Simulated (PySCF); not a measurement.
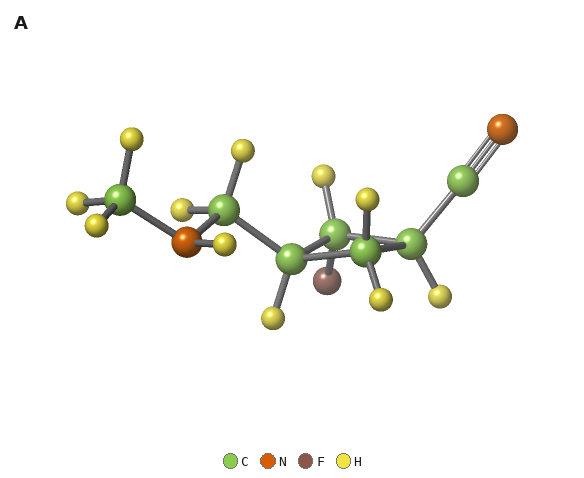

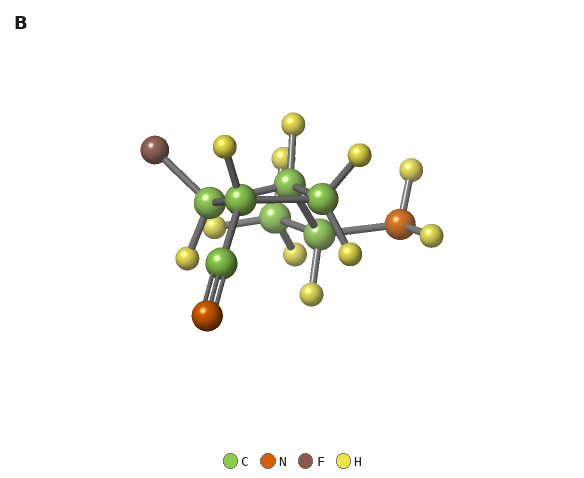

2 stationary structures of one formula. Geometries: GFN2-xTB. Electronic energies: PBE0/pcSseg-1 (PySCF 2.14.0), without zero-point energy. No frequency run is at hand to confirm each as a minimum. Each is one conformer, not always the lowest.

### How are they related?

They are constitutional isomers of C7H11FN2: A `CNC[C@@H]1C[C@H](C#N)[C@H]1F`, B `C[C@@H](N)[C@@H]1C[C@H](C#N)[C@H]1F`.

### Rank them by energy, lowest first.

B is lowest; A lies 7.9 kcal/mol above it.
